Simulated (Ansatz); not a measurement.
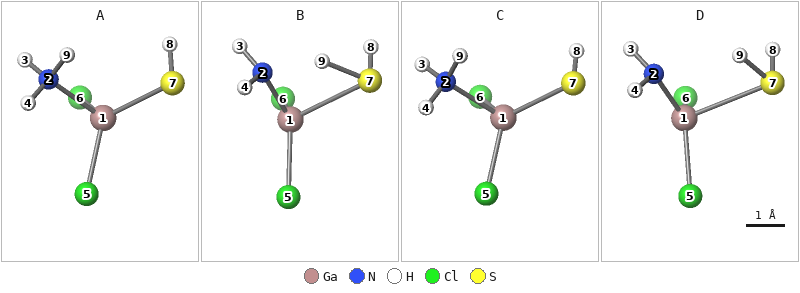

4 geometries from a converged minimum-energy path of GaNH4SCl2, shuffled. A ball-and-stick model, seen at a tilt.

Method: RKS B3LYP-D4/def2-SVP in Ansatz. Settings: 7 movable images; climbing image; force threshold 0.03 eV/Å; iteration limit 60; starting path through a guess of the saddle point.

**Which frame is the top of the path?**

B. In order along the path, whose images run from 0 to 8: D (image 1, +0.3 kcal/mol), B (image 3, +2.1 kcal/mol), A (image 7, −30.9 kcal/mol), C (image 8, −31.2 kcal/mol). A hydrogen atom shifts from one atom to another. Breaking: S7–H9 (1.36 → 1.49 at the top → 3.26 Å). Forming: N2–H9 (2.72 → 1.64 at the top → 1.02 Å).

Cost: 2.8 min on 4 threads of Arm Neoverse V2, with other jobs on the host, peak memory 0.33 GiB.
